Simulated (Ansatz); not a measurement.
# Ligand exchange: C2Cl2F4 + C2H5FSn → C2ClF5 + C2H5ClSn

Species: C2Cl2F4 (dichlorotetrafluoroethane) `FC(F)(Cl)C(F)(F)Cl`, singlet; C2H5FSn `C=[CH][SnH2][F]`, singlet; C2ClF5 (chloropentafluoroethane) `FC(F)(F)C(F)(F)Cl`, singlet; C2H5ClSn `C=[CH][SnH2][Cl]`, singlet. The partners trade Cl for F: C–Cl and Sn–F bonds give way to C–F and Sn–Cl.

Shapes, held fixed at every level: PBE0-D4/def2-TZVP. Flexible molecules stand in one conformer, not always the lowest. Programs: Ansatz 0.2.0. The zero-point and thermal change to 298 K, harmonic and unscaled (PBE0-D4/def2-TZVP), is +2.9 kJ/mol.

```
                level                    kind  ΔH(298 K) (kJ/mol)
     SPW92/def2-TZVPP                     LDA               -64.4
    PBE-D4/def2-TZVPP                     GGA               -57.1
  B3LYP-D4/def2-TZVPP           global hybrid               -62.3
r2SCAN0-D4/def2-TZVPP           global hybrid               -74.0
   wB97M-V/def2-TZVPP  range-separated hybrid               -65.6
   wB97X-V/def2-TZVPP  range-separated hybrid               -64.9
       MP2/def2-TZVPP     perturbation theory               -64.6
```

MP2/def2-TZVPP gives ΔH(298 K) = -64.6 kJ/mol; the levels span -74.0 to -57.1. The median of the levels is -64.6. No measured value is set beside it here. For atoms past krypton def2 sets carry core potentials with scalar relativity. Outer-core shells of Sn are correlated, in sets that cover them unevenly.

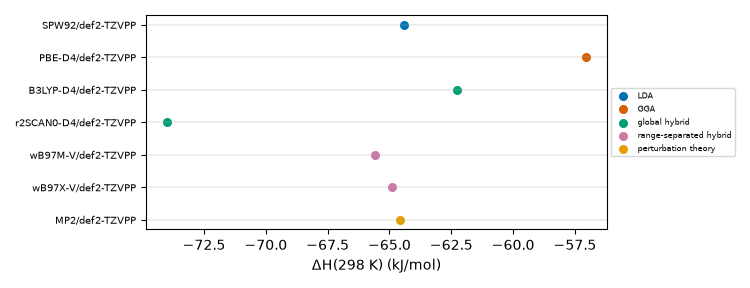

The values of the table, level by level.
